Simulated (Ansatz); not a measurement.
The starting structures come from a database of crystals and need not be the phases stable at ambient conditions.

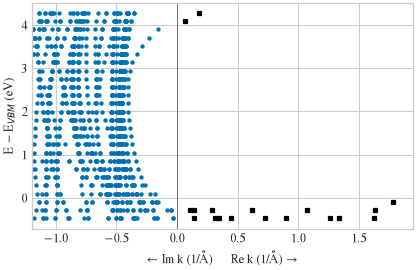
Figure. Complex bands at the centre of the two-dimensional zone; r2SCAN (Ansatz, a first-principles code)

The gap is the functional's own. No spin-orbit coupling. Mid-gap values are interpolated on the energy grid.

Question: This is LaGaO3 (R-3c, not sure to be the ambient phase, 10 atoms a cell, 12.2 Å³ an atom, -5 GPa at this level) along the normal of (100). Read off the slowest decay at the centre of the two-dimensional zone at 2.00 eV, the computed energy nearest the middle of the gap.

Answer: κ ≈ 0.40 1/Å, a decay length 1/(2κ) of the density of 1.2 Å.
